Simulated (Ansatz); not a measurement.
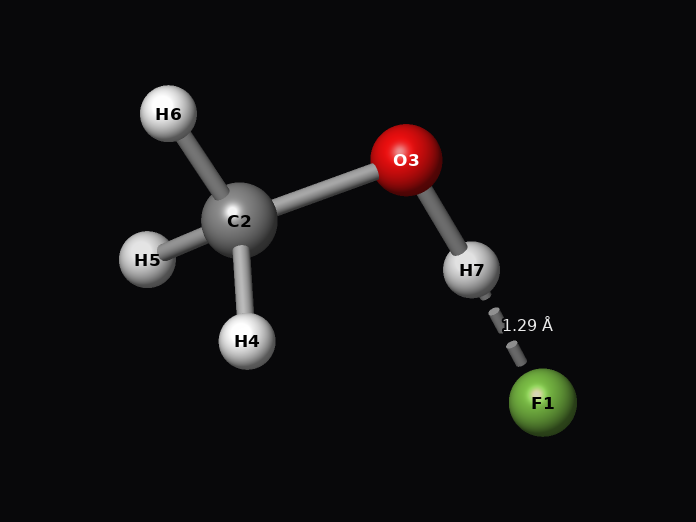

Two molecules or ions; the broken line marks their closest contact (measured against van der Waals radii). Charge −1, singlet. The computed geometry is a stationary point of PBE0-D4/def2-TZVPD, a saddle point of order 1. Program: Ansatz 0.2.0.

Which two species are they?

Answer. F and CH4O (`CO.[F-]`).

Give the counterpoise-corrected interaction energy (kJ/mol, monomers kept as in the pair) with CCSD(T)/CBS (MP2 limit from def2-TZVPPD and def2-QZVPPD plus CCSD(T) − MP2); RHF/STO-3G; B97M-V/def2-TZVPPD; ωB97X-V/def2-TZVPPD; RHF-MP2 (frozen core)/def2-QZVPPD; ωB97M-V/def2-SVP; RHF-CCSD(T) (frozen core)/def2-TZVPPD.

```csv
level,interaction energy (kJ/mol)
CCSD(T)/CBS (MP2 limit from def2-TZVPPD and def2-QZVPPD plus CCSD(T) − MP2),−163.0
RHF/STO-3G,−232.9
B97M-V/def2-TZVPPD,−162.6
ωB97X-V/def2-TZVPPD,−162.9
RHF-MP2 (frozen core)/def2-QZVPPD,−160.7
ωB97M-V/def2-SVP,−198.1
RHF-CCSD(T) (frozen core)/def2-TZVPPD,−157.2
```
